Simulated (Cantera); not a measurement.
Feed: 1 mol CaO, 4 mol HF, held at 0.00133 bar.

Cantera equilibrium calculation (NASA polynomials, part measured and part estimated; ideal gas, pure solids and liquids). Candidate condensed phases: Ca, CaF2, CaO, Ca(OH)2, H2O; 29 gas species. Mutual solubility and eutectic melting of coexisting phases are not modelled. Rates play no part.

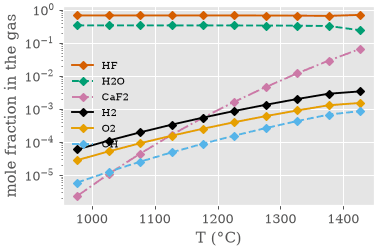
Figure. Equilibrium gas composition (values under 1e-9 drawn at 1e-9)

**Question.** Read off the mole fractions at 1427 °C.

**Answer.** HF about 0.69, H2O about 0.24, CaF2 about 0.065, H2 about 0.0034, O2 about 0.0015, OH about 0.00085.
